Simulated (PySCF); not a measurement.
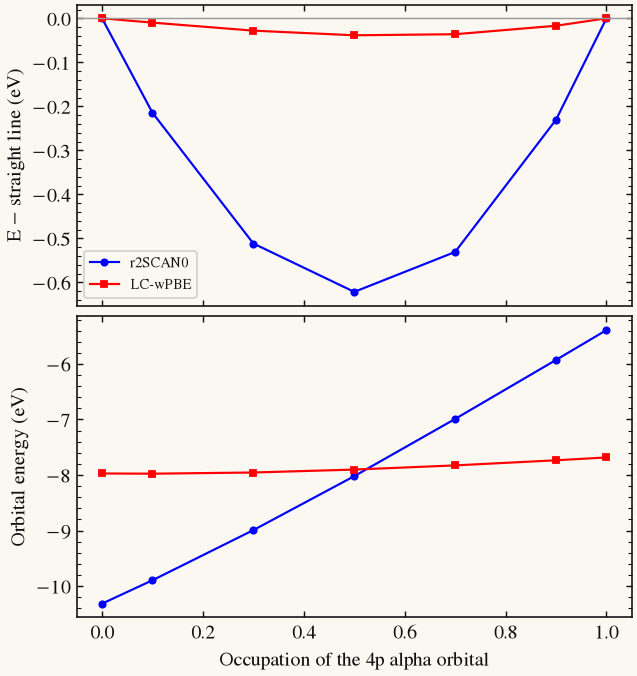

One 4p alpha orbital of neutral germanium ([Ar] 3d¹⁰ 4s² 4p²) is emptied in steps. The plot gives the energy less the straight line between the integer ends; the lower panel gives the orbital energy. PySCF, jorge-DZP-DKH, spin-free X2C-1e, unrestricted single determinants, no spin-orbit coupling.

What do the curves say about each method?

r2SCAN0: convex (delocalisation error), largest departure −0.62 eV, removal energy 7.963 eV, orbital energy from −5.39 eV when full to −10.3 eV when empty; LC-wPBE: convex (delocalisation error), largest departure −0.039 eV, removal energy 7.879 eV, orbital energy from −7.68 eV when full to −7.97 eV when empty. The measured removal energy is 7.899 eV. The exact energy is a straight line between whole electron numbers.
